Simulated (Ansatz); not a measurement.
How methods differ on InH3 (SMILES [InH3])

InH3 has 4 atoms, charge 0, and is taken as a singlet. As SMILES, `[InH3]`. The shape was relaxed beforehand at B3LYP/def2-SVP.

Each level gives the adiabatic ionisation energy (to the doublet cation, shapes relaxed at B3LYP/def2-SVP, no zero-point term) (eV). The values are calculated.

| level | kind | program | value (eV) | less CCSD(T)/def2-TZVPP | CPU time (all runs) |
| --- | --- | --- | --- | --- | --- |
| HF/def2-TZVPP (core potential) | Hartree–Fock | Ansatz | 8.60 | -1.06 | 0.79 s |
| SVWN5/def2-TZVPP (core potential) | LDA | Ansatz | 9.73 | +0.07 | 1.2 s |
| PBE/def2-TZVPP (core potential) | GGA | Ansatz | 9.45 | -0.21 | 2.2 s |
| r2SCAN/def2-TZVPP (core potential) | meta-GGA | Ansatz | 9.54 | -0.12 | 4.5 s |
| PBE0-D4/def2-TZVPP (core potential) | global hybrid | Ansatz | 9.54 | -0.12 | 2.4 s |
| CAM-B3LYP/def2-TZVPP (core potential) | range-separated hybrid | Ansatz | 9.74 | +0.08 | 3.1 s |
| RPA@PBE/def2-TZVPP (core potential) | RPA | Ansatz | 9.91 | +0.25 | 4.3 s |
| CCSD(T)/def2-TZVPP (core potential) | coupled cluster or CI | Ansatz | 9.66 | 0.00 | 8.4 s |

CCSD(T)/def2-TZVPP (core potential) is the highest level here, not the true value. Spin-orbit coupling, which can split open shells on such heavy atoms by tenths of an eV, is left out. The values span 8.60 to 9.91 eV. In the correlated wave-function rows the outer d shell of In is correlated, in sets not made for it. CPU times are rough (shared hosts, several kinds of processor): they show what a rung costs within a factor of a few.

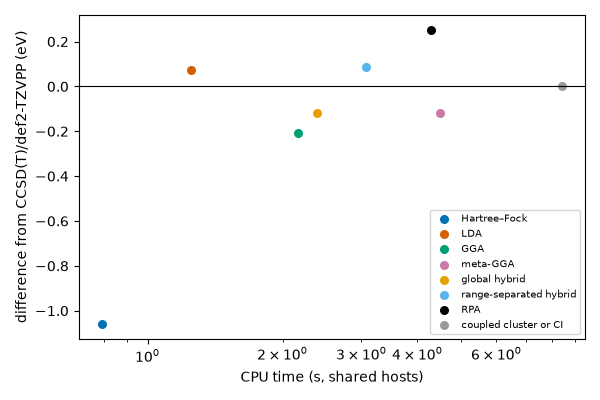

Difference from CCSD(T)/def2-TZVPP against processor time, one point a level.
